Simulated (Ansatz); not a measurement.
Results of PBE0 (PAW; Ansatz, an electronic-structure program) for zinc-blende MgS (metastable phase).

Settings: plane-wave cutoff 460 eV, 8×8×8 k mesh, Fermi–Dirac smearing 0.01 eV, scalar-relativistic PAW data made under PBE.

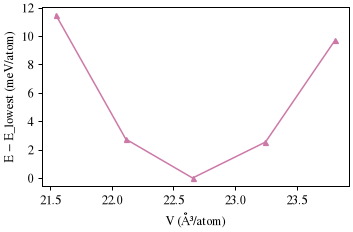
Total energy against volume

Q: From the curve, estimate the equilibrium volume and the bulk modulus.

A: V0 ≈ 22.7 Å³/atom and B0 ≈ 60 GPa; the fit gives V0 = 22.680 Å³/atom, B0 = 59.6 GPa, B′ = 4.0.

Computed values are for the static lattice.

It cost about 8 core-minutes (a rough figure) of CPU time.
